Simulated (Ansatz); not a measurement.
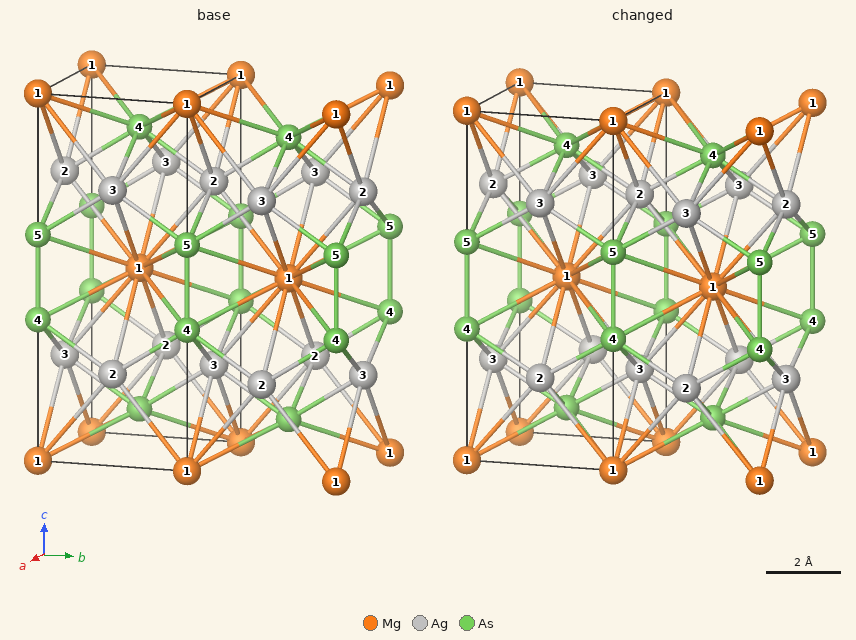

Left: a symmetric starting cell of MgAg₂As₂ (made from another compound by putting Mg in place of Ba). Right: the same structure after one change, at the same scale. A ball-and-stick model of the conventional cell (2 times the calculation's cell), repeated 1 × 2 × 1 with one cell outlined, seen slightly off an axis. Lengths and directions refer to the drawn axes.

Theory: DFT PBE, scalar-relativistic, plane waves, PAW (Ansatz). Set-up: plane-wave cutoff 420 eV; k-point mesh 12 × 12 × 12; occupations gaussian; smearing width 0.1 eV; no spin polarisation.

Question: What distinguishes the right structure from the left one?

Answer: The cell is strained by −4.9 % along c and −1.9 % across it (volume −8.4 %) and the As atoms are displaced by 0.08 Å relative to the cell: As4 0.08 Å along −c. No relaxation follows. The starting cell wasn't computed here and needn't be at equilibrium, so pressure and forces aren't due to the change alone.

Question: And its effect?

Answer: The pressure is 23.7 GPa (not all of it need come from the change, since the unchanged cell can be under pressure at this level too). The principal stresses (compression positive) are 22.1 GPa along c and 24.6 GPa across it. The largest forces, 2.7 eV/Å, act on As4 and As5; on As5 it points along −c. The forces point straight back along the displacements (cosine −1.00). Some distances before and after: Ag–Mg 3.348 → 3.227 Å, Ag–As 2.562 → 2.449 Å, As–As 2.366 → 2.421 Å, As–Mg 3.281 → 3.238 Å. The space group stays I4/mmm (No. 139).
